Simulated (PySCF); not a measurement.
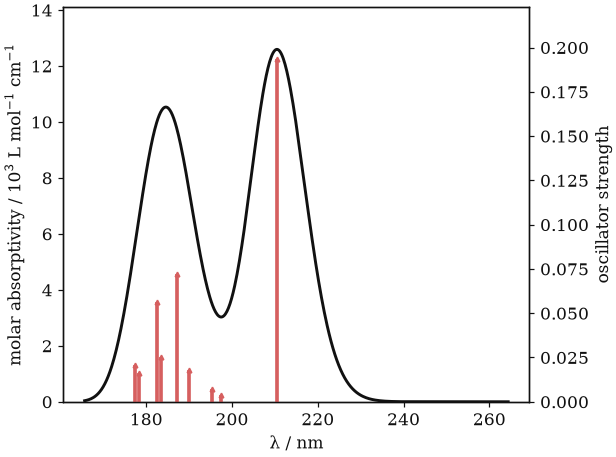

Computed absorption of C₅H₁₃AlP₂, SMILES CC1=CC[P@+]([AlH3-])(P)C1, singlet. Vertical TDDFT excitations, CAM-B3LYP/def2-SVPD in PySCF 2.14.0, at a PBE0-D3(BJ)/def2-SVP geometry (no frequency check), gas phase. Only the first 10 singlet excitations are included; each is broadened by a Gaussian of 1/e half-width 0.25 eV. Sticks give oscillator strengths (right axis). States within 0.01 eV of each other are merged, with their strengths summed. The highest state may be half of a pair whose partner wasn't computed.

Where is the maximum of the broadened curve, and how high is it?

At about 5.9 eV (211 nm), with ε near 13000 L mol⁻¹ cm⁻¹.

Does any vertical transition fall in the visible?

No singlet lies below 3.1 eV (beyond 400 nm), so at this level no vertical transition falls in the visible.

Known limits of this run: core orbitals are frozen in the response.
